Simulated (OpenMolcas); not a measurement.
## Multiconfigurational calculation, with input and output: Ta⁴⁺ complex

System: Ta⁴⁺ with 4 ligands (I; tetrahedron, 2.68 Å), with no charges around it.
Method: state-averaged CASSCF, active space 1 electron in the shell 5d, basis ANO-RCC-VDZP on the metal and ANO-RCC-VDZP on the ligands, DKH2 scalar Hamiltonian, spin-orbit coupling by RASSI with atomic mean-field integrals (OpenMolcas).

## Key numbers

- outcome: converged
- energy of the lowest spin-free term: −44033.64869 hartree
- energy of the lowest spin-orbit level: −44033.65140 hartree
- largest spread among components of a term: 0.0 cm⁻¹
- hardware: 1 thread of Arm Neoverse V1, 24 GiB of memory available, shared host
- wall time: 3.7 min
- peak memory: 0.6 GiB

## Remarks

Caveats: covalent bonds, ligand orbitals missing from the active space; distances are set from ionic radii, not optimised.

## Input
```
&GATEWAY
Coord
5

Ta 0.0 0.0 0.0
I 1.547299 1.547299 1.547299
I 1.547299 -1.547299 -1.547299
I -1.547299 1.547299 -1.547299
I -1.547299 -1.547299 1.547299
Basis=Ta.ANO-RCC-VDZP,I.ANO-RCC-VDZP
Group=NoSym
NoMove
AngMom=0.0 0.0 0.0
AMFI
RICD
&SEWARD
&RASSCF
FileOrb=start.orb
Symmetry=1
Spin=2
nActEl=1 0 0
Inactive=142
Ras2=5
CIRoot=5 5 1
SDav=5
CIMx=300
Iter=150 100
PrWF=0.3
OrbListing=Nothing
MaxOrb=0
LevShft=1.0
>>> COPY $Project.JobIph JOB001
&RASSI
NrOfJobIphs=1 5
1 2 3 4 5
IphNames
JOB001
EJob
SpinOrbit
DIPRint=1.0
SOCoupling=1000.0
Subsets=2
Property=9
'ANGMOM' 1 'ANGMOM' 2 'ANGMOM' 3 'MLTPL  1' 1 'MLTPL  1' 2 'MLTPL  1' 3
'AMFI' 1 'AMFI' 2 'AMFI' 3
SOProperty=3
'ANGMOM' 1 'ANGMOM' 2 'ANGMOM' 3
```

The file start.orb holds starting orbitals from an earlier step. A driver script formed the levels outside the program, from RASSI's spin-orbit matrix and the active-space energies, averaged over the components of each term or state.

Run as:
```bash
OMP_NUM_THREADS=1 MOLCAS_MEM=2457 MOLCAS_PROJECT=a pymolcas a.inp > a.log  # once for each step of the input, in one work folder
```

## Output (extracts)
```
--- SEWARD ---
Basis set label: TA.ANO-RCC...7S6P4D2F1G.

      Electronic valence basis set:
      ------------------
      Associated Effective Charge  73.000000 au
      Associated Actual Charge     73.000000 au
      Nuclear Model: Point charge

      Shell  nPrim  nBasis  Cartesian Spherical Contaminant
         s      24       7        X
         p      21       6        X
         d      15       4                 X
         f      11       2                 X
         g       4       1                 X
                  Relativistic Douglas-Kroll-Hess integrals:
                    - DKH order of Hamiltonian: 2
                    - DKH order of Properties : 0
                  Atomic mean-field integrals
--- RASSCF ---
Wave function specifications:
      -----------------------------

      Number of closed shell electrons         284
      Number of electrons in active shells       1
      Max number of holes in RAS1 space          0
      Max nr of electrons in RAS3 space          0
      Number of inactive orbitals              142
      Number of active orbitals                  5
      Number of secondary orbitals              93
      Spin quantum number                      0.5
      State symmetry                             1
Orbital specifications:
      -----------------------

      Symmetry species                           1
                                                 a
      Frozen orbitals                            0
      Inactive orbitals                        142
      Active orbitals                            5
      RAS1 orbitals                              0
      RAS2 orbitals                              5
      RAS3 orbitals                              0
      Secondary orbitals                        93
      Deleted orbitals                           0
      Number of basis functions                240
      Number of CSFs                             5
      Number of root(s) required                 5
      Iter CI   SX   CI       RASSCF       Energy    max ROT     max BLB   max BLB  Level Ln srch  Step   QN
          iter iter root      energy       change     param      element    value   shift minimum  type update
 Nr of preliminary CI iterations:   1
      Total energies have been shifted. Add               -44000.00 au
        1   1   10    0   -32.58432342    0.00E+00  -8.85E-02   33 166 1  1.71E-01*  1.14   0.00    SX    NO
        2   1   10    0   -33.18924120   -6.05E-01* -4.77E-02   25 149 1 -1.09E-01*  0.91   0.00    SX    NO
        3   1   10    0   -33.47128010   -2.82E-01*  3.82E-02   97 144 1  7.63E-02*  0.76   0.00    SX    NO
        4   1   11    0   -33.57795232   -1.07E-01* -2.52E-02   25 149 1 -4.81E-02*  0.77   0.00    SX    NO
        5   1   10    0   -33.60807216   -3.01E-02* -3.33E-02   27 151 1  3.49E-02*  0.78   1.80    QN   YES
        6   1   10    0   -33.62438740   -1.63E-02* -2.22E-02   25 149 1 -1.27E-02*  0.79   1.19    QN   YES
        7   1   10    0   -33.62743573   -3.05E-03*  1.37E-02   29 153 1  6.69E-03*  0.79   1.47    QN   YES
        8   1    9    0   -33.62843721   -1.00E-03*  6.61E-03   33 166 1  3.44E-03*  0.78   1.42    QN   YES
        9   1    8    0   -33.62867257   -2.35E-04*  2.16E-03   33 166 1  1.06E-03*  0.78   1.36    QN   YES
       10   1    8    0   -33.62872717   -5.46E-05*  1.65E-03   33 175 1  7.18E-04*  0.78   1.43    QN   YES
       11   1    8    0   -33.62874161   -1.44E-05*  5.49E-04   33 166 1 -4.80E-04*  0.78   1.35    QN   YES
       12   1    7    0   -33.62874508   -3.47E-06* -3.98E-04   34 167 1 -1.80E-04*  0.78   1.50    QN   YES
       13   1    7    0   -33.62874652   -1.44E-06* -2.75E-04   32 174 1 -1.14E-04*  0.78   1.54    QN   YES
       14   1    7    0   -33.62874716   -6.41E-07* -1.68E-04   33 166 1  1.31E-04*  0.78   1.48    QN   YES
       15   1    6    0   -33.62874738   -2.17E-07* -6.10E-05   33 166 1  6.67E-05   0.78   1.40    QN   YES
       16   1    6    0   -33.62874743   -5.53E-08* -6.25E-05  120 164 1  2.08E-05   0.78   1.61    QN   YES
       17   1    5    0   -33.62874745   -1.41E-08* -4.28E-05   34 167 1 -1.68E-05   0.78   2.50    QN   YES
       18   1    5    0   -33.62874745   -3.83E-09  -1.93E-05   33 166 1 -1.05E-05   0.78   1.28    QN   YES
      Convergence after 18 iterations
       19   1    5    0   -33.62874745   -1.27E-09  -1.93E-05  120 164 1 -2.22E-06   0.78   1.28    QN   YES
      Natural orbitals and occupation numbers for root  1
      sym 1:  -0.000000  -0.000000   1.000000   0.000000  -0.000000
      Natural orbitals and occupation numbers for root  2
      sym 1:   0.000000   0.000000  -0.000000   0.000000   1.000000
      Natural orbitals and occupation numbers for root  3
      sym 1:   0.000000   1.000000   0.000000   0.000000   0.000000
::    RASSCF root number  1 Total energy: -44033.64868559
::    RASSCF root number  2 Total energy: -44033.64868559
::    RASSCF root number  3 Total energy: -44033.61545536
::    RASSCF root number  4 Total energy: -44033.61545536
::    RASSCF root number  5 Total energy: -44033.61545536
--- RASSI ---
SPIN-FREE ENERGIES:
  (Shifted by EMIN (a.u.) =     -44033.6486855918)

 SF State       Relative EMIN(au)   Rel lowest level(eV)    D:o, cm**(-1)

     1             0.0000000000        0.0000000000              0.0000
     2             0.0000000000        0.0000000000              0.0000
     3             0.0332302294        0.9042406082           7293.1924
     4             0.0332302300        0.9042406234           7293.1925
     5             0.0332302300        0.9042406234           7293.1925
     Dipole printing threshold changed to   1.00000000E+00

++ Dipole transition strengths (spin-free states):
   -----------------------------------------------
     for osc. strength at least  1.00000000E+00

  ( Max oscillator strength is only    7.8292440285615932E-003 )
--
Eigenvalues of complex Hamiltonian:
   -----------------------------------
  (Shifted by EMIN (a.u.) =     -44033.6486855918)

 SO State       Relative EMIN(au)   Rel lowest level(eV)    D:o, cm**(-1)

     1            -0.0027127407        0.0000000009              0.0000
     2            -0.0027127407        0.0000000009              0.0000
     3            -0.0027127407        0.0000000000              0.0000
     4            -0.0027127407        0.0000000000              0.0000
     5             0.0346543414        1.0168101045           8201.1266
     6             0.0346543414        1.0168101045           8201.1266
     7             0.0352309145        1.0324994571           8327.6697
     8             0.0352309145        1.0324994571           8327.6697
     9             0.0352309148        1.0324994665           8327.6698
    10             0.0352309148        1.0324994665           8327.6698
Weights of the five most important spin-orbit-free states for each spin-orbit state.

 SO State  Total energy (au)           Spin-free states, spin, and weights
 -------------------------------------------------------------------------------------------------------
    1        -0.002713       2 0.5  0.9157    4 0.5  0.0353    5 0.5  0.0343    1 0.5  0.0128    3 0.5  0.0019
    2        -0.002713       2 0.5  0.9128    4 0.5  0.0353    5 0.5  0.0342    1 0.5  0.0157    3 0.5  0.0020
    3        -0.002713       1 0.5  0.9161    3 0.5  0.0458    5 0.5  0.0133    2 0.5  0.0124    4 0.5  0.0124
    4        -0.002713       1 0.5  0.9125    3 0.5  0.0456    2 0.5  0.0161    5 0.5  0.0135    4 0.5  0.0124
    5         0.034654       3 0.5  0.3333    4 0.5  0.3333    5 0.5  0.3333    1 0.5  0.0000    2 0.5  0.0000
    6         0.034654       3 0.5  0.3333    4 0.5  0.3333    5 0.5  0.3333    1 0.5  0.0000    2 0.5  0.0000
    7         0.035231       3 0.5  0.6128    5 0.5  0.2051    4 0.5  0.1106    1 0.5  0.0700    2 0.5  0.0015
    8         0.035231       3 0.5  0.6128    5 0.5  0.2054    4 0.5  0.1103    1 0.5  0.0700    2 0.5  0.0015
    9         0.035231       4 0.5  0.5084    5 0.5  0.4139    2 0.5  0.0700    3 0.5  0.0062    1 0.5  0.0015
   10         0.035231       4 0.5  0.5087    5 0.5  0.4136    2 0.5  0.0700    3 0.5  0.0062    1 0.5  0.0015
 -------------------------------------------------------------------------------------------------------
```

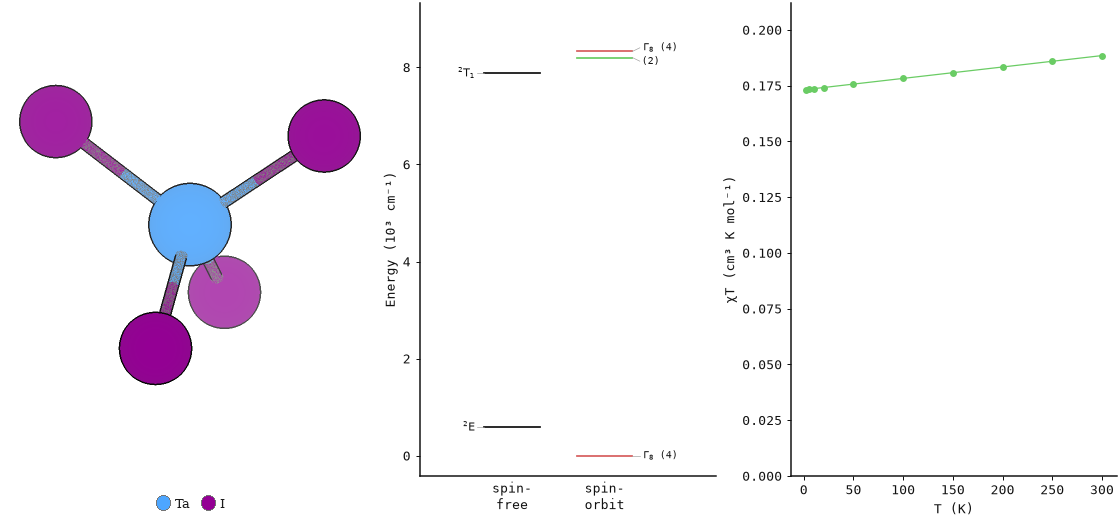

Fig. 1: Ta⁴⁺ (5d) with 4 ligands, I⁻, at 2.68 Å (arrangement: tetrahedron, Td), and its levels and susceptibility. Labels give the representation in O, Td, D4 or D3 as the site allows (double group for half-integer spin) where it could be assigned and, in brackets, the degeneracy; spin-free states, where drawn, share the zero of the spin-orbit levels. Powder susceptibility by Van Vleck's formula. The ground level is Γ₈, 4-fold degenerate, 100 % from states of spin multiplicity 2. The next level lies at 8,200 cm⁻¹. The lowest spin-free state is ²E; of the same spin there follows at 7,290 cm⁻¹ (²T₁) above it. A ligand-field fit to the spin-free states gives |10Dq| = 7,290 cm⁻¹. χT is 0.173 cm³ K mol⁻¹ at 2 K and 0.189 at 300 K, an effective moment of 1.23 μB. The active orbitals hold 68 to 82 % metal character (Löwdin), and the Mulliken charge of the metal is +0.69.
